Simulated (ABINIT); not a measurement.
# CsMgF3 (Pm-3m): G0W0 with ABINIT, start to end, part 2 of 3

Aim: the G0W0 gap of CsMgF3 (Pm-3m) on LDA, step by step.

ABINIT 10.8.3; LDA and many-body steps on it, plane waves. Known limits of the many-body steps: not at the basis limit; no spin-orbit coupling; coarse k mesh.

So far. Step 2 (Ground state): The gap is direct, at Γ.

## (3) Bands along the symmetry lines

Level of this step: DFT, LDA, plane waves, norm-conserving pseudopotentials (ABINIT).

Levels along a band path, at the cheap level, show where the edges lie and whether the meshes to come will hold them.

Input file run.abi:

```
acell 3*1.0 Angstrom
rprim 
  4.252307000000 0.000000000000 0.000000000000
  0.000000000000 4.252307000000 0.000000000000
  0.000000000000 0.000000000000 4.252307000000
ntypat 3
znucl 55 12 9
natom 5
typat 1 2 3 3 3
xred 
  0.000000000000 0.000000000000 0.000000000000
  0.500000000000 0.500000000000 0.500000000000
  0.000000000000 0.500000000000 0.500000000000
  0.500000000000 0.000000000000 0.500000000000
  0.500000000000 0.500000000000 0.000000000000
pp_dirpath "pseudos"
pseudos "Cs.upf, Mg.upf, F.upf"
ecut 38
iscf -2
irdden 1
kptopt 0
nkpt 50
kpt 
  0.00000000 0.00000000 0.00000000
  0.00000000 0.06250000 0.00000000
  0.00000000 0.12500000 0.00000000
  0.00000000 0.18750000 0.00000000
  0.00000000 0.25000000 0.00000000
  0.00000000 0.31250000 0.00000000
  0.00000000 0.37500000 0.00000000
  0.00000000 0.43750000 0.00000000
  0.00000000 0.50000000 0.00000000
  0.06250000 0.50000000 0.00000000
  0.12500000 0.50000000 0.00000000
  0.18750000 0.50000000 0.00000000
  0.25000000 0.50000000 0.00000000
  0.31250000 0.50000000 0.00000000
  0.37500000 0.50000000 0.00000000
  0.43750000 0.50000000 0.00000000
  0.50000000 0.50000000 0.00000000
  0.43750000 0.43750000 0.00000000
  0.37500000 0.37500000 0.00000000
  0.31250000 0.31250000 0.00000000
  0.25000000 0.25000000 0.00000000
  0.18750000 0.18750000 0.00000000
  0.12500000 0.12500000 0.00000000
  0.06250000 0.06250000 0.00000000
  0.00000000 0.00000000 0.00000000
  0.06250000 0.06250000 0.06250000
  0.12500000 0.12500000 0.12500000
  0.18750000 0.18750000 0.18750000
  0.25000000 0.25000000 0.25000000
  0.31250000 0.31250000 0.31250000
  0.37500000 0.37500000 0.37500000
  0.43750000 0.43750000 0.43750000
  0.50000000 0.50000000 0.50000000
  0.43750000 0.50000000 0.43750000
  0.37500000 0.50000000 0.37500000
  0.31250000 0.50000000 0.31250000
  0.25000000 0.50000000 0.25000000
  0.18750000 0.50000000 0.18750000
  0.12500000 0.50000000 0.12500000
  0.06250000 0.50000000 0.06250000
  0.00000000 0.50000000 0.00000000
  0.50000000 0.50000000 0.50000000
  0.50000000 0.50000000 0.43750000
  0.50000000 0.50000000 0.37500000
  0.50000000 0.50000000 0.31250000
  0.50000000 0.50000000 0.25000000
  0.50000000 0.50000000 0.18750000
  0.50000000 0.50000000 0.12500000
  0.50000000 0.50000000 0.06250000
  0.50000000 0.50000000 0.00000000
istwfk *1
nband 27
nbdbuf 2
tolwfr 1e-08
nstep 40
prtwf 0
prtvol 0
indata_prefix "in"
outdata_prefix "out"
tmpdata_prefix "tmp"
```

Launch:

```console
OMP_NUM_THREADS=1 mpirun -n 4 abinit run.abi > log
```

Numbers of over 12 decimals in the logs are rounded to 6 here.

The program printed:

```text
.Version 10.8.3 of ABINIT. v10.8.2 released Aug 2026.

 Symmetries : space group Pm -3 m (#221); Bravais cP (primitive cubic)
[... echo of the input left out ...]
== DATASET  1 ==================================================================
-   mpi_nproc: 4, omp_nthreads: 1 (-1 if OMP is not activated)

--- !DatasetInfo
iteration_state: {dtset: 1, }
dimensions: {natom: 5, nkpt: 50, mband: 27, nsppol: 1, nspinor: 1, nspden: 1, mpw: 5848, }
cutoff_energies: {ecut:  38.0, pawecutdg:  -1.0, }
electrons: {nelect:   4.00000000E+01, charge:   0.00000000E+00, occopt:   1.00000000E+00, tsmear:   1.00000000E-02, }

 Real(R)+Recip(G) space primitive vectors, cartesian coordinates (Bohr,Bohr^-1):
 R(1)=  8.0356956  0.0000000  0.0000000  G(1)=  0.1244447  0.0000000  0.0000000
 R(2)=  0.0000000  8.0356956  0.0000000  G(2)=  0.0000000  0.1244447  0.0000000
 R(3)=  0.0000000  0.0000000  8.0356956  G(3)=  0.0000000  0.0000000  0.1244447
 Unit cell volume ucvol=  5.1888419E+02 bohr^3
 Angles (23,13,12)=  9.00000000E+01  9.00000000E+01  9.00000000E+01 degrees

 getcut: wavevector=  0.0000  0.0000  0.0000  ngfft=  48  48  48
         ecut(hartree)=     38.000   => boxcut(ratio)=   2.15259

--- Pseudopotential description ------------------------------------------------
- Cs Generated using ONCVPSP code by D. R. Hamann
- 55.00000   9.00000  201201                  znucl, zion, pspdat
12 -1012 3 -1 2328                            pspcod,pspxc,lmax,lloc,mmax
     nproj     2     2     2     2
  pspatm : epsatm=   21.68725381
         --- l  ekb(1:nproj) -->
             0    6.247599    0.778427
             1    6.343167    0.797067
             2    3.778962    0.917083
[...]
pspatm: atomic psp has been read  and splines computed

- Mg Generated using ONCVPSP code by D. R. Hamann
- 12.00000  10.00000  180309                  znucl, zion, pspdat
12 -1012 1 -1 1510                            pspcod,pspxc,lmax,lloc,mmax
     nproj     2     2     0     0
  pspatm : epsatm=    9.23542517
         --- l  ekb(1:nproj) -->
[...]
pspatm: atomic psp has been read  and splines computed

- F Generated using ONCVPSP code by D. R. Hamann
-  9.00000   7.00000  201202                  znucl, zion, pspdat
12 -1012 2 -1 824                             pspcod,pspxc,lmax,lloc,mmax
     nproj     2     2     1     0
  pspatm : epsatm=    4.94580260
         --- l  ekb(1:nproj) -->
[...]
2   -2.364936
 pspatm: atomic psp has been read  and splines computed

--------------------------------------------------------------------------------

================================================================================
 prteigrs : about to open file out_EIG
 Non-SCF case, kpt    1 (  0.00000  0.00000  0.00000), residuals and eigenvalues=
  3.71E-09  2.62E-09  3.47E-09  4.24E-09  9.80E-09  5.00E-09  9.49E-09  3.02E-09
[...]
Non-SCF case, kpt   49 (  0.50000  0.50000  0.06250), residuals and eigenvalues=
[...]
Non-SCF case, kpt   50 (  0.50000  0.50000  0.00000), residuals and eigenvalues=
[...]
-4.5575E-02 -4.1669E-02 -2.0443E-02 -1.6281E-02 -1.6281E-02  1.4530E-02
  1.5543E-02  1.5543E-02  3.4834E-01  4.0680E-01  4.5390E-01  4.5390E-01
[...]
--- !ResultsGS
iteration_state: {dtset: 1, }
comment   : Summary of ground state results
lattice_vectors:
- [  8.0356956,   0.0000000,   0.0000000, ]
- [  0.0000000,   8.0356956,   0.0000000, ]
- [  0.0000000,   0.0000000,   8.0356956, ]
lattice_lengths: [   8.03570,    8.03570,    8.03570, ]
lattice_angles: [ 90.000,  90.000,  90.000, ] # degrees, (23, 13, 12)
lattice_volume:   5.1888419E+02
convergence: {deltae:  0.000E+00, res2:  0.000E+00, residm:  9.999E-09, diffor:  0.000E+00, }
etotal    :  -1.56789819E+02
entropy   :   0.00000000E+00
fermie    :   2.22453065E-02
cartesian_stress_tensor: null
pressure_GPa: null
xred      :
- [  0.0000E+00,   0.0000E+00,   0.0000E+00, Cs]
- [  5.0000E-01,   5.0000E-01,   5.0000E-01, Mg]
- [  0.0000E+00,   5.0000E-01,   5.0000E-01,  F]
- [  5.0000E-01,   0.0000E+00,   5.0000E-01,  F]
- [  5.0000E-01,   5.0000E-01,   0.0000E+00,  F]
cartesian_forces: null
force_length_stats: {min: null, max: null, mean: null, }

 Integrated electronic density in atomic spheres:
 ------------------------------------------------
 Atom  Sphere_radius  Integrated_density
[...]
================================================================================

 ----iterations are completed or convergence reached----

 Mean square residual over all n,k,spin=   62.419E-10; max=  99.990E-10
 reduced coordinates (array xred) for    5 atoms
[...]
cartesian coordinates (angstrom) at end:
    1      0.000000     0.000000     0.000000
    2      2.126154     2.126154     2.126154
    3      0.000000     2.126154     2.126154
    4      2.126154     0.000000     2.126154
    5      2.126154     2.126154     0.000000
 length scales=  1.889726125908  1.889726125908  1.889726125908 bohr
              =  1.000000000000  1.000000000000  1.000000000000 angstroms
 prteigrs : about to open file out_EIG
 Eigenvalues (hartree) for nkpt=  50  k points:
 kpt#   1, nband= 27, wtk=  1.00000, kpt=  0.0000  0.0000  0.0000 (reduced coord)
[...]
kpt#   2, nband= 27, wtk=  1.00000, kpt=  0.0000  0.0625  0.0000 (reduced coord)
[...]
kpt#   3, nband= 27, wtk=  1.00000, kpt=  0.0000  0.1250  0.0000 (reduced coord)
[...]
kpt#  49, nband= 27, wtk=  1.00000, kpt=  0.5000  0.5000  0.0625 (reduced coord)
[...]
0.48211    0.48211    0.50384
 kpt#  50, nband= 27, wtk=  1.00000, kpt=  0.5000  0.5000  0.0000 (reduced coord)
[...]
-0.13400   -0.13400   -0.09606   -0.08543   -0.04557   -0.04167   -0.02044   -0.01628
  -0.01628    0.01453    0.01554    0.01554    0.34834    0.40680    0.45390    0.45390
   0.46267    0.46267    0.51218

== END DATASET(S) ==============================================================
================================================================================

 -outvars: echo values of variables after computation  --------
            nband          27
             nkpt          50
          spgroup         221
 [... the other variables as echoed above ...]

 Calculation completed.
```

It took 81 s on 4 MPI ranks of Arm Neoverse N1, shared host; peak memory 0.4 GiB; 5.4 min of CPU time.

This step gave:

```
gap                        : 6.388 eV
k of the valence top       : 0, 0, 0
k of the conduction bottom : 0, 0, 0
least direct gap           : 6.388 eV
```

The gap is 6.388 eV, as in the run before at this level.

The electronic bands at the labelled points (eV, zero at the top of the highest filled band):

```csv
point,band 17,band 18,band 19,band 20,band 21,band 22,band 23,band 24
Γ,-0.70,0.00,0.00,0.00,6.39,8.46,8.46,11.28
X,-0.66,-0.66,-0.42,-0.42,9.10,9.24,9.56,11.54
M,-1.05,-0.21,-0.18,-0.18,8.87,10.46,11.75,11.75
Γ,-0.70,0.00,0.00,0.00,6.39,8.46,8.46,11.28
R,-0.20,-0.16,-0.16,-0.16,8.69,8.69,8.69,11.84
X,-0.66,-0.66,-0.42,-0.42,9.10,9.24,9.56,11.54
jump to R,-0.20,-0.16,-0.16,-0.16,8.69,8.69,8.69,11.84
M,-1.05,-0.21,-0.18,-0.18,8.87,10.46,11.75,11.75
```

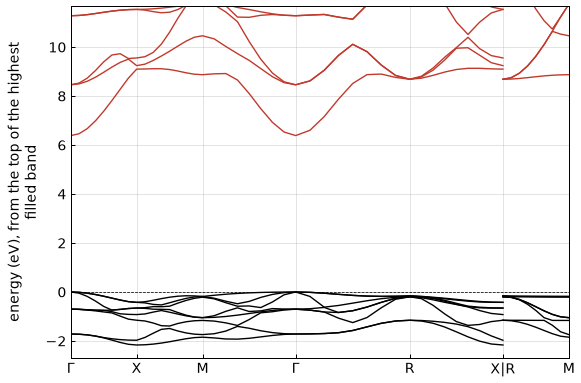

Electronic bands along the path; lines of filled and empty bands in two colours.

## (4) Empty states on the mesh, 2×2×2 mesh, 55 bands

The sums over transitions need many empty states on a uniform mesh; this step solves for them.

Input file run.abi:

```
acell 3*1.0 Angstrom
rprim 
  4.252307000000 0.000000000000 0.000000000000
  0.000000000000 4.252307000000 0.000000000000
  0.000000000000 0.000000000000 4.252307000000
ntypat 3
znucl 55 12 9
natom 5
typat 1 2 3 3 3
xred 
  0.000000000000 0.000000000000 0.000000000000
  0.500000000000 0.500000000000 0.500000000000
  0.000000000000 0.500000000000 0.500000000000
  0.500000000000 0.000000000000 0.500000000000
  0.500000000000 0.500000000000 0.000000000000
pp_dirpath "pseudos"
pseudos "Cs.upf, Mg.upf, F.upf"
ecut 38
ngkpt 2 2 2
nshiftk 1
shiftk 0 0 0
kptopt 1
chksymbreak 0
iscf -2
irdden 1
istwfk *1
nband 55
nbdbuf 4
tolwfr 1e-09
nstep 60
prtvol 0
indata_prefix "in"
outdata_prefix "out"
tmpdata_prefix "tmp"
```

The program printed:

```text
.Version 10.8.3 of ABINIT. v10.8.2 released Aug 2026.

 Symmetries : space group Pm -3 m (#221); Bravais cP (primitive cubic)
[... echo of the input left out ...]
== DATASET  1 ==================================================================
-   mpi_nproc: 4, omp_nthreads: 1 (-1 if OMP is not activated)

--- !DatasetInfo
iteration_state: {dtset: 1, }
dimensions: {natom: 5, nkpt: 4, mband: 55, nsppol: 1, nspinor: 1, nspden: 1, mpw: 5846, }
cutoff_energies: {ecut:  38.0, pawecutdg:  -1.0, }
electrons: {nelect:   4.00000000E+01, charge:   0.00000000E+00, occopt:   1.00000000E+00, tsmear:   1.00000000E-02, }

 Real(R)+Recip(G) space primitive vectors, cartesian coordinates (Bohr,Bohr^-1):
 R(1)=  8.0356956  0.0000000  0.0000000  G(1)=  0.1244447  0.0000000  0.0000000
 R(2)=  0.0000000  8.0356956  0.0000000  G(2)=  0.0000000  0.1244447  0.0000000
 R(3)=  0.0000000  0.0000000  8.0356956  G(3)=  0.0000000  0.0000000  0.1244447
 Unit cell volume ucvol=  5.1888419E+02 bohr^3
 Angles (23,13,12)=  9.00000000E+01  9.00000000E+01  9.00000000E+01 degrees

 getcut: wavevector=  0.0000  0.0000  0.0000  ngfft=  48  48  48
         ecut(hartree)=     38.000   => boxcut(ratio)=   2.15259

--- Pseudopotential description ------------------------------------------------
- Cs Generated using ONCVPSP code by D. R. Hamann
- 55.00000   9.00000  201201                  znucl, zion, pspdat
12 -1012 3 -1 2328                            pspcod,pspxc,lmax,lloc,mmax
     nproj     2     2     2     2
  pspatm : epsatm=   21.68725381
         --- l  ekb(1:nproj) -->
             0    6.247599    0.778427
             1    6.343167    0.797067
             2    3.778962    0.917083
[...]
pspatm: atomic psp has been read  and splines computed

- Mg Generated using ONCVPSP code by D. R. Hamann
- 12.00000  10.00000  180309                  znucl, zion, pspdat
12 -1012 1 -1 1510                            pspcod,pspxc,lmax,lloc,mmax
     nproj     2     2     0     0
  pspatm : epsatm=    9.23542517
         --- l  ekb(1:nproj) -->
[...]
pspatm: atomic psp has been read  and splines computed

- F Generated using ONCVPSP code by D. R. Hamann
-  9.00000   7.00000  201202                  znucl, zion, pspdat
12 -1012 2 -1 824                             pspcod,pspxc,lmax,lloc,mmax
     nproj     2     2     1     0
  pspatm : epsatm=    4.94580260
         --- l  ekb(1:nproj) -->
[...]
2   -2.364936
 pspatm: atomic psp has been read  and splines computed

--------------------------------------------------------------------------------

================================================================================
 prteigrs : about to open file out_EIG
 Non-SCF case, kpt    1 (  0.00000  0.00000  0.00000), residuals and eigenvalues=
  4.39E-10  2.02E-10  2.39E-10  3.18E-10  6.24E-10  2.28E-10  8.51E-10  1.90E-10
  1.55E-10  2.97E-10  9.65E-10  1.47E-10  2.89E-10  5.35E-10  1.64E-10  3.46E-10
  6.63E-10  1.86E-10  3.44E-10  6.82E-10  4.84E-10  2.24E-10  2.87E-10  1.28E-10
[...]
6.89E-10  3.32E-10  4.17E-10  2.09E-07  4.37E-07  3.78E-08  3.53E-05
 -2.5915E+00 -1.3935E+00 -1.3935E+00 -1.3935E+00 -6.9653E-01 -6.7317E-01
 -6.7317E-01 -5.8622E-01 -1.2853E-01 -1.2853E-01 -1.2853E-01 -4.0827E-02
 -4.0827E-02 -4.0827E-02 -3.5234E-03 -3.5234E-03 -3.5234E-03  2.2245E-02
[...]
9.3437E-01  9.3437E-01  9.3437E-01  9.4085E-01  9.4085E-01  9.4085E-01
  1.0080E+00  1.0132E+00  1.0132E+00  1.1358E+00  1.1358E+00  1.1622E+00
  1.1663E+00
 prteigrs : prtvol=0 or 1, do not print more k-points.

--- !ResultsGS
iteration_state: {dtset: 1, }
comment   : Summary of ground state results
lattice_vectors:
- [  8.0356956,   0.0000000,   0.0000000, ]
- [  0.0000000,   8.0356956,   0.0000000, ]
- [  0.0000000,   0.0000000,   8.0356956, ]
lattice_lengths: [   8.03570,    8.03570,    8.03570, ]
lattice_angles: [ 90.000,  90.000,  90.000, ] # degrees, (23, 13, 12)
lattice_volume:   5.1888419E+02
convergence: {deltae:  0.000E+00, res2:  0.000E+00, residm:  9.910E-10, diffor:  0.000E+00, }
etotal    :  -1.56789819E+02
entropy   :   0.00000000E+00
fermie    :   2.22453065E-02
cartesian_stress_tensor: null
pressure_GPa: null
xred      :
- [  0.0000E+00,   0.0000E+00,   0.0000E+00, Cs]
- [  5.0000E-01,   5.0000E-01,   5.0000E-01, Mg]
- [  0.0000E+00,   5.0000E-01,   5.0000E-01,  F]
- [  5.0000E-01,   0.0000E+00,   5.0000E-01,  F]
- [  5.0000E-01,   5.0000E-01,   0.0000E+00,  F]
cartesian_forces: null
force_length_stats: {min: null, max: null, mean: null, }

 Integrated electronic density in atomic spheres:
 ------------------------------------------------
 Atom  Sphere_radius  Integrated_density
[...]
================================================================================

 ----iterations are completed or convergence reached----

 Mean square residual over all n,k,spin=   47.678E-11; max=  99.098E-11
 reduced coordinates (array xred) for    5 atoms
[...]
0.500000000000      0.000000000000      0.500000000000
       0.500000000000      0.500000000000      0.000000000000

 cartesian coordinates (angstrom) at end:
    1      0.000000     0.000000     0.000000
    2      2.126154     2.126154     2.126154
    3      0.000000     2.126154     2.126154
    4      2.126154     0.000000     2.126154
    5      2.126154     2.126154     0.000000
 length scales=  1.889726125908  1.889726125908  1.889726125908 bohr
              =  1.000000000000  1.000000000000  1.000000000000 angstroms
 prteigrs : about to open file out_EIG
 Eigenvalues (hartree) for nkpt=   4  k points:
 kpt#   1, nband= 55, wtk=  0.12500, kpt=  0.0000  0.0000  0.0000 (reduced coord)
[...]
0.67123    0.67934    0.70010    0.70010    0.70010    0.74622    0.74622    0.74622
   0.87750    0.87750    0.93437    0.93437    0.93437    0.94085    0.94085    0.94085
   1.00795    1.01321    1.01321    1.13576    1.13576    1.16220    1.16633
 prteigrs : prtvol=0 or 1, do not print more k-points.

== END DATASET(S) ==============================================================
================================================================================

 -outvars: echo values of variables after computation  --------
            nband          55
             nkpt           4
          spgroup         221
 [... the other variables as echoed above ...]

 Calculation completed.
```

It took 23 s on 4 MPI ranks; peak memory 0.3 GiB.

This step gave:

| Quantity | Value |
| --- | --- |
| gap | 6.388 eV |
| k of the valence top | 0, 0, 0 |
| k of the conduction bottom | 0, 0, 0 |
| least direct gap | 6.388 eV |
| k points computed | 4 |
| lowest point of the top converged band, above the valence top | 26.97 eV |

On this mesh the gap is 6.388 eV.

## (5) Screening, 2×2×2 mesh, 51 bands, screening to 87.1 eV

The RPA dielectric matrix is built and inverted for each q.

This step: RPA screening on LDA, plane waves, norm-conserving pseudopotentials.

Edit run.abi of step 4 so:

```diff
@@ -23,10 +23,11 @@
 chksymbreak 0
-iscf -2
-irdden 1
 istwfk *1
-nband 55
-nbdbuf 4
-tolwfr 1e-09
-nstep 60
-prtvol 0
+occopt 1
+irdwfk 1
+optdriver 3
+nband 51
+ecuteps 3.2
+inclvkb 2
+awtr 1
+symchi 1
 indata_prefix "in"
```

The program printed:

```text
.Version 10.8.3 of ABINIT. v10.8.2 released Aug 2026.

 Symmetries : space group Pm -3 m (#221); Bravais cP (primitive cubic)
[... echo of the input left out ...]
== DATASET  1 ==================================================================
-   mpi_nproc: 4, omp_nthreads: 1 (-1 if OMP is not activated)

--- !DatasetInfo
iteration_state: {dtset: 1, }
dimensions: {natom: 5, nkpt: 4, mband: 51, nsppol: 1, nspinor: 1, nspden: 1, mpw: 5846, }
cutoff_energies: {ecut:  38.0, pawecutdg:  -1.0, }
electrons: {nelect:   4.00000000E+01, charge:   0.00000000E+00, occopt:   1.00000000E+00, tsmear:   1.00000000E-02, }

 SCREENING: Calculation of the susceptibility and dielectric matrices

 Based on a program developped by R.W. Godby, V. Olevano, G. Onida, and L. Reining.
 Incorporated in ABINIT by V. Olevano, G.-M. Rignanese, and M. Torrent.
.Using double precision arithmetic ; gwpc =  8

[... cell and pseudopotentials left out ...]
--------------------------------------------------------------------------------

 ==== K-mesh for the wavefunctions ====
 Number of points in the irreducible wedge :     4
[... list of points left out ...]
 Together with 48 symmetry operations and time-reversal symmetry
 yields     8 points in the full Brillouin Zone.

 ==== Q-mesh for the screening function ====
 Number of points in the irreducible wedge :     4
[... list of points left out ...]
 Together with 48 symmetry operations and time-reversal symmetry
 yields     8 points in the full Brillouin Zone.

 setmesh: FFT mesh size selected  =    30x   30x   30
          total number of points  =        27000

 vcoul_init : cutoff-mode = AUXILIARY_FUNCTION
 q-points for optical limit:   1
     1)      0.000010    0.000020    0.000030

- screening: taking advantage of time-reversal symmetry
- Maximum band index for partially occupied states nbvw = 20
- Remaining bands to be divided among processors   nbcw = 31
- Number of bands treated by each node ~7

 Number of electrons calculated from density =   40.0000; Expected =   40.0000
 average of density, n =  0.077088
 r_s =    1.4576
 omega_plasma =   26.7825 [eV]

 calculating chi0 at frequencies [eV] :
  1    0.000000E+00    0.000000E+00
  2    0.000000E+00    2.678245E+01

--------------------------------------------------------------------------------
  q-point number  1        q = ( 0.000000, 0.000000, 0.000000) [r.l.u.]
--------------------------------------------------------------------------------
[... chi0 elements left out ...]
 For q-point:  0.000010 0.000020 0.000030
  dielectric constant =   2.4417
  dielectric constant without local fields =   2.6690

  Average fulfillment of the sum rule on Im[epsilon] for q-point    1 :     23.61  [%]
[... wings left out ...]
  q-point number  2        q = ( 0.500000, 0.000000, 0.000000) [r.l.u.]
--------------------------------------------------------------------------------
[... chi0 elements left out ...]
  Average fulfillment of the sum rule on Im[epsilon] for q-point    2 :     32.46  [%]

 [... 2 further q-points ...]
```

Wall time 12 s (4 MPI ranks); peak memory 0.76 GiB; 49 s of CPU time.

This step gave:

- ε∞ with local fields, on this mesh, along the program's q direction: 2.442
- the same without local fields: 2.669
- plasma frequency: 26.78 eV
- plane waves in the screening matrix: 147

Local fields lower ε∞ by 9 %. On a Γ-centred mesh this coarse the value itself is usually too large, while a short band sum pulls it down.

[end of part 2 of 3]

[Paths, hosts, dates, memory and timing lines, banners, echoed tables and standing remarks are left out of the program output.]

[Logs are printed without paths, hosts, clocks, repeated set-up lines and the standing remarks that a program may print on its own settings, such as how far it seeks lower states.]

[Runs of the session that timed out or met a known fault of the program may be left out.]

[Hosts, paths, dates, database ids (printed as entryN), source tags and the programs' standing remarks are cut or masked in the printed files.]

[G0W0 gaps are taken among the corrected bands and points alone; a level outside them can change the order at an edge.]

[Where Ansatz stands beside ABINIT at settings called matched, ABINIT's density can come from a denser mesh and the files from another edition; pairs whose starting gaps differed by over 0.03 eV were left out, so agreement reads better than it is.]
